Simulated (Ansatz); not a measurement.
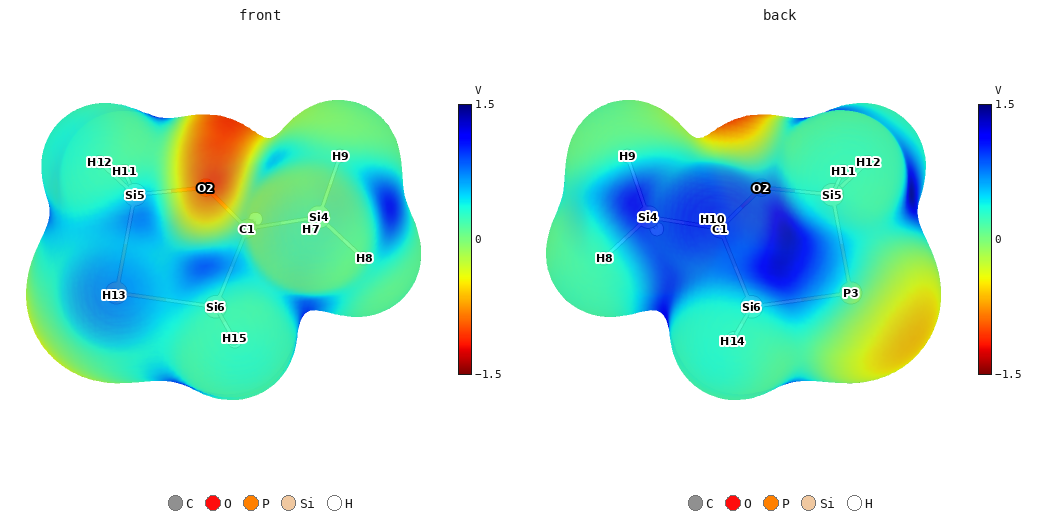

Figure. CH9OPSi3. The molecular electrostatic potential painted on the density surface at 0.002 e/bohr³, seen from the front and from behind; the colour scale runs from red (negative) to blue (positive).

Geometry: B3LYP/def2-SVP.

Method: Ansatz 0.2.0, isolated molecule in a Gaussian basis; Kohn-Sham density functional theory, functional PBE0.

```csv
atom,x (Å),y (Å),z (Å)
C,-0.1453,0.1255,-0.6955
O,-1.1531,0.6197,0.2055
P,0.9388,-0.2885,2.4391
Si,-0.1255,1.2784,-2.2123
Si,-1.2305,-0.0163,1.7641
Si,1.5410,-0.0503,0.2382
H,0.2301,2.6617,-1.7882
H,0.8985,0.7817,-3.1808
H,-1.4618,1.2871,-2.8722
H,-0.4159,-0.8903,-1.0531
H,-1.8983,-1.3517,1.7523
H,-1.9969,0.9333,2.6110
H,1.0953,1.1084,2.7041
H,2.2870,-1.2393,-0.2654
H,2.4021,1.1582,0.0854
```

Q: Which sites attract a positive test charge, and which a negative one?

A: A positive charge is drawn to the negative regions and a negative charge to the positive ones. The most negative region (about −1.0 V) lies over O2, the most positive (about +1.3 V) over Si5 and Si6. O2 is the likeliest acceptor of a hydrogen bond.

Q: How polar is the molecule by this calculation?

A: Its dipole moment is 0.41 D.
